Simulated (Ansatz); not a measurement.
## Electronic structure of ClHSi···H2O in real space

The calculation's input:

```
crystal:
  periodic: [false, false, false]
  atoms:
    - {symbol: Si, position_ang: [-0.695792, 0.769798, 0.713718]}
    - {symbol: Cl, position_ang: [0.606374, 1.820540, -0.640463]}
    - {symbol: H, position_ang: [1.017367, -1.108148, 0.767031]}
    - {symbol: O, position_ang: [0.233392, -0.995848, 0.216227]}
    - {symbol: H, position_ang: [-1.706810, 0.401217, -0.362227]}
    - {symbol: H, position_ang: [0.545469, -0.887560, -0.694187]}
basis:
  gaussian: {orbitals: def2-TZVPP}
hamiltonian: {xc: pbe0, dispersion: d4}
output: {orbitals: {seedname: orbitals}}
```

Launched as:

```sh
ansatz run in.yaml --threads 2 --pin off --events-out ev --progress --plain --max-ram 4352MiB
```

The reactant side of a reaction path; geometry: PBE0-D4/def2-TZVP.

Computed with RKS PBE0-D4/def2-TZVPP in Ansatz.

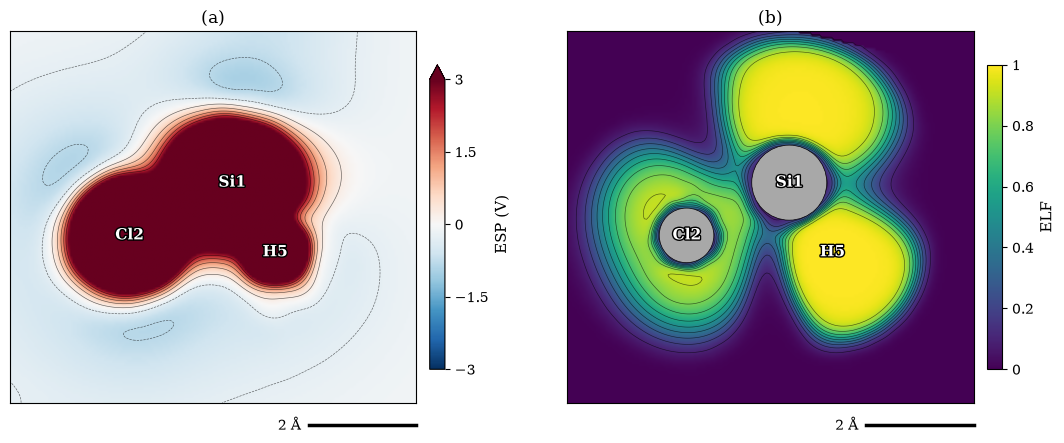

Figure 1. (a) electrostatic potential; (b) electron localisation function on the plane of atoms Cl2, Si1 and H5. Grey discs cover the atomic cores in the ELF map.

What does the map show?

Answer. The section cuts through Si, Cl and H sites. Si–Cl (2.15 Å): the ELF peaks at about 0.85 between the atoms (a polar covalent bond). Si–H (1.52 Å): the ELF climbs to about 1 towards the hydrogen, as it does in any bond to H. The ELF also peaks beside Cl2 and Si1, away from the bonds: lone-pair regions. Outside the dense part of the complex the potential is most negative (−1.0 V) near Si1.

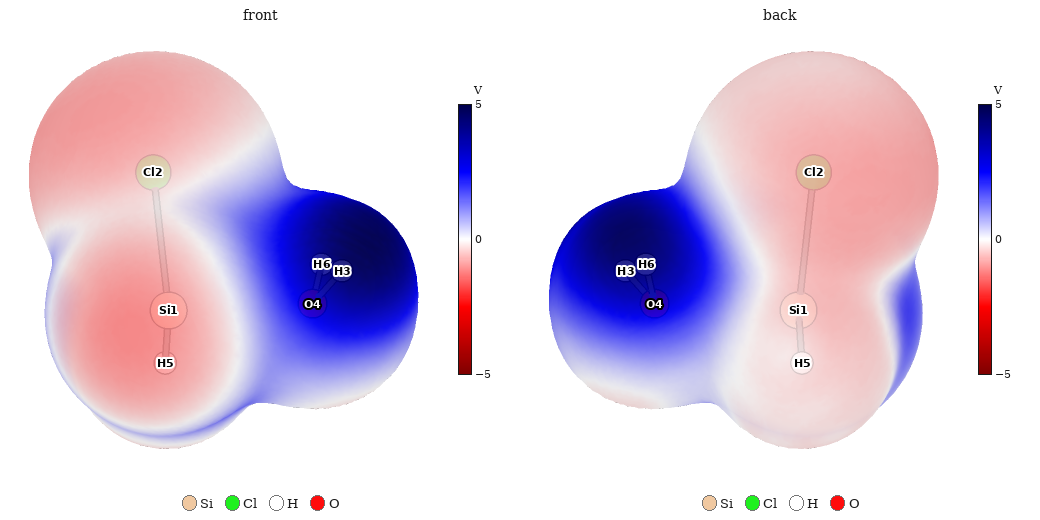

Figure 2. The molecular electrostatic potential painted on the density surface at 0.004 e/bohr³, seen from the front and from behind; red is negative and blue positive.

Which sites attract a positive test charge, and which a negative one?

Answer. A positive charge is drawn to the negative regions and a negative charge to the positive ones. The most negative region (about −1.2 V) lies over Si1, the most positive (about +4.8 V) over H3.

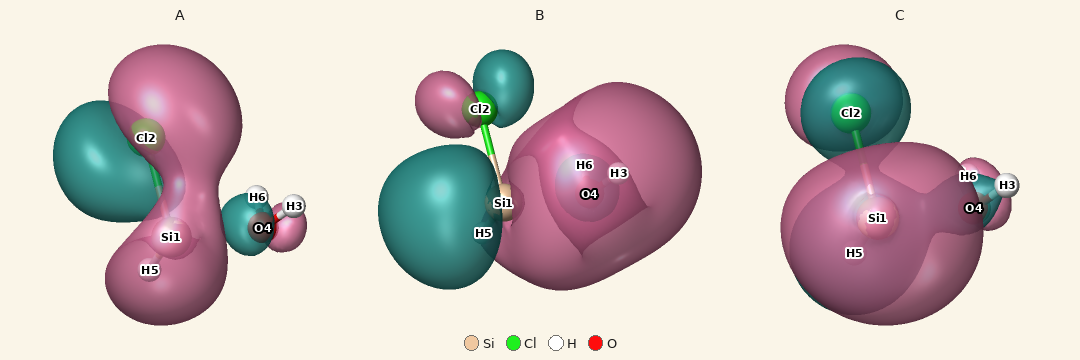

Figure 3. Three frontier orbitals at ±0.06 Å⁻³ᐟ² (teal and pink are the two phases), in no order.

Which picture is the HOMO−1, the HOMO and the LUMO?

Answer. A is the HOMO−1 (−8.69 eV). By Hirshfeld shares it lies mainly on Cl2 (about 80 %) and Si1 (about 15 %); largely a lone pair of Cl2. C is the HOMO (−6.14 eV). By Hirshfeld shares it lies mainly on Si1 (about 65 %), Cl2 (about 15 %) and H5 (about 15 %). B is the LUMO (−1.03 eV). By Hirshfeld shares it lies mainly on Si1 (about 50 %), H3 (about 15 %), O4 (about 15 %), H6 (about 10 %) and Cl2 (about 5 %).

What is the HOMO–LUMO gap?

Answer. 5.11 eV between the orbital energies.
